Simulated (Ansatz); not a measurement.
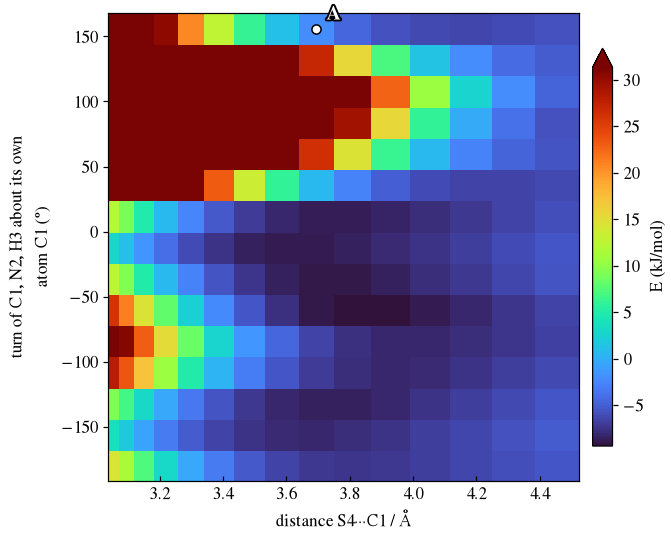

The pair CHN···CS₂. The turn is about an axis along (0.93, −0.36, −0.09) in the frame of the relaxed pair, normal to the line between the partners. The first coordinate is: distance S4···C1; the second: turn of C1, N2, H3 about its own atom C1. The scan uses a 15 × 15 grid. Points are written as (first, second). All energies are given in kJ/mol relative to the two partners far apart, frozen as in the relaxed pair, each in its own basis (no counterpoise correction). Energies and slopes of some neighbouring points disagree (a jump in structure or state, or too coarse a mesh). Method: RKS PBE0-D4/def2-SVPD (Ansatz).

Drawn: one coloured cell a grid point, one colour for all values above the top of the scale, the point A.

### Is A at rest? If not, where is it pushed?

A, at (3.693 Å, 156°), is not a stationary point. The computed force is 25 kJ/mol for each Å towards larger values of distance S4···C1 and 0.53 kJ/mol for each degree towards larger values of the second coordinate.
